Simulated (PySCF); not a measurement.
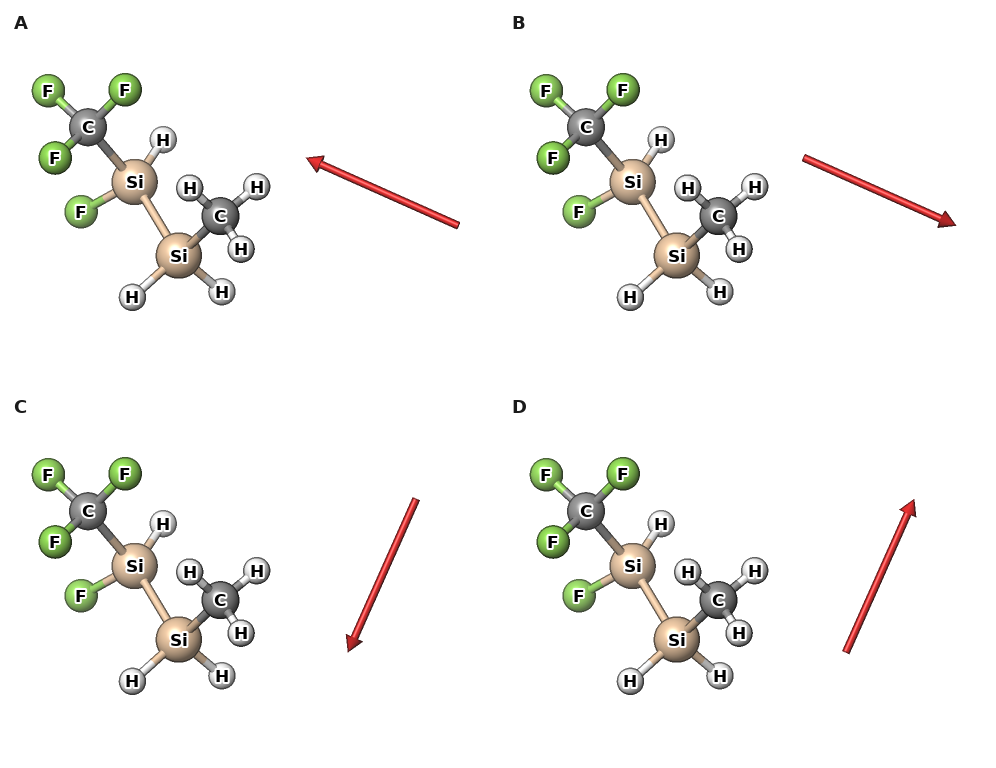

The same molecule four times, each with an arrow. Computed geometry: GFN2-xTB optimisation. No frequency run is at hand to confirm it as a minimum. Properties computed with CAM-B3LYP/def2-SVPD, gas phase (PySCF 2.14.0).

> Which arrow points along the dipole moment, from the negative to the positive end?

B. The dipole moment is 3.60 D.

The geometry is semi-empirical. Around Si such bond lengths and angles can be off by a tenth of an ångström or more and by several degrees, and values that hang on the shape move with them.
